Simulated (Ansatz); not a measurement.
# GaB3As4: what the fields show

Input

```
crystal:
  lattice:
    - [1.7644333799, 1.0186960868, 11.7046046761]
    - [-1.7644333799, 1.0186960868, 11.7046046761]
    - [0.0, -2.0373921737, 11.7046046761]
  atoms:
    - { symbol: B, position: [0.9950160609, -0.0049839391, -0.0049839391] }
    - { symbol: B, position: [0.2503909205, 0.2503909205, 0.2503909205] }
    - { symbol: B, position: [0.5056598268, 0.5056598268, 0.5056598268] }
    - { symbol: Ga, position: [0.7508756504, 0.7508756504, 0.7508756504] }
    - { symbol: As, position: [0.309470422, 0.309470422, 0.309470422] }
    - { symbol: As, position: [0.5647606191, 0.5647606191, 0.5647606191] }
    - { symbol: As, position: [0.8199912489, 0.8199912489, 0.8199912489] }
    - { symbol: As, position: [0.0538352514, 0.0538352514, 0.0538352514] }
kpoints:
  mp_grid: { grid: [8, 8, 8] }
  band_path:
    path:
      - [[0.0, 0.0, 0.0], [-0.5, -0.5, -0.5], [-0.5, -0.1717165868837, -0.8282834131163]]
      - [[-0.1717165868837, 0.1717165868837, -0.5], [-1.378453984595e-15, -8.837010341454e-16, -0.5], [0.0, 0.0, 0.0], [-1.724210392411e-15, 0.3358582934419, -0.3358582934419]]
      - [[-0.3358582934419, -8.795204903305e-16, -0.6641417065581], [-0.5, -3.177097792958e-16, -0.5], [0.0, 0.0, 0.0]]
    npoints: 10
hamiltonian:
  xc: pbe
scf:
  occupations: { method: fermi_dirac, width: 0.02 }
  n_extra_bands: 6
output:
  forces: true
  stress: true
  eigenvalues: true
  write_density: true
  write_potential: true
  elf: true
  volumetric_format: npy
```

Run with:

```sh
ansatz run input.yaml --threads 4 --pin off --max-ram 6451MiB --backend cpu --events-out ev --progress --plain --runs-dir out
```

Below, planes, directions and counts refer to the conventional cell (a = 3.53 Å, b = 3.53 Å, c = 35.11 Å, α = 90.00°, β = 90.00°, γ = 120.00°).

Space group R3m; started from the ordered alloy on zincblende lattice prototype, which need not be the ambient phase; not relaxed (largest force 0.3 eV/Å); computed pressure about 2 GPa in this cell.

Computed with Ansatz 0.2.0, DFT, PBE, plane waves, PAW.

Core electrons are frozen (PAW), and the valence fields are smoothed inside the atomic spheres.

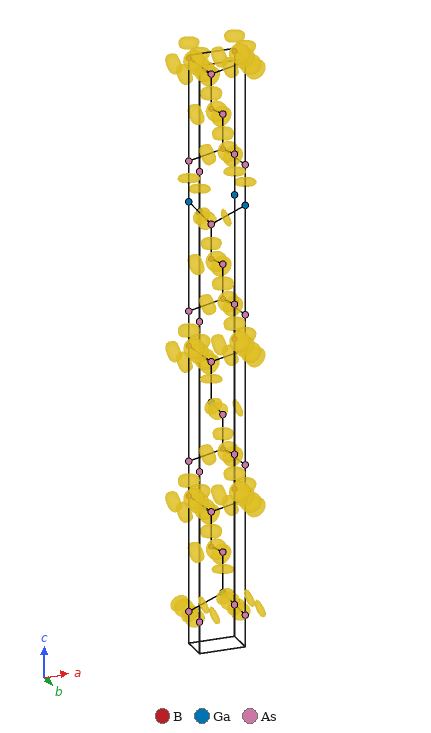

Figure 1. Isosurface of the ELF at 0.7 (yellow), seen at an oblique angle. Only the valence region is drawn (cores and ρ < 0.01 e/Å³ removed). Sticks mark near contacts.

**What do the ELF domains correspond to?**

The surface consists of 36 regions between bonded As–B atoms (shared pairs) and twelve regions between bonded As–Ga atoms (shared pairs), counted in one cell of 24 atoms. Any copies at cell faces, edges or corners count once. Along the contacts the grid gives the following. B–As (2.07 Å): the ELF peaks at about 0.90 between the atoms, as expected for a shared electron pair. Ga–As (2.30 Å): the ELF peaks at about 0.75 between the atoms: localised, covalent bonding.

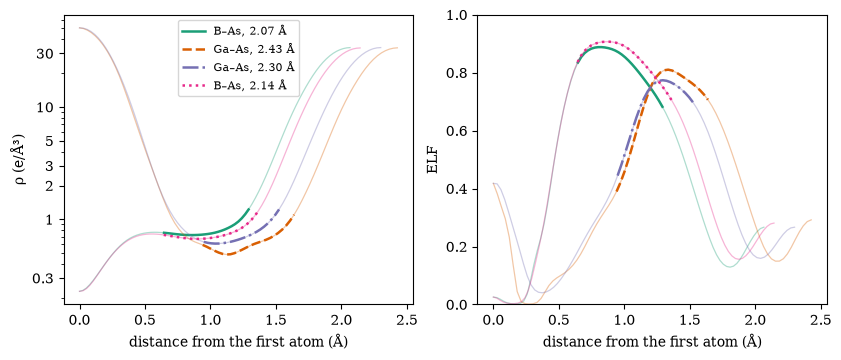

Figure 2. Valence pseudo-density and electron localisation function along straight lines between neighbouring atoms. Thin, pale parts lie inside the atomic spheres.

**What kind of bonding do the profiles show?**

B–As (2.07 Å): ρ at the midpoint is about 0.76 e/Å³; the ELF peaks at about 0.90 between the atoms; localised, covalent bonding.
Ga–As (2.43 Å): the density is about 0.52 e/Å³ at the midpoint; the ELF peaks at about 0.80 between the atoms; localised, covalent bonding.
Ga–As (2.30 Å): ρ is about 0.63 e/Å³ halfway; the ELF peaks at about 0.75 between the atoms: a covalent bond.
B–As (2.14 Å): ρ at the midpoint is about 0.71 e/Å³; the ELF peaks at about 0.90 between the atoms: localised, covalent bonding.
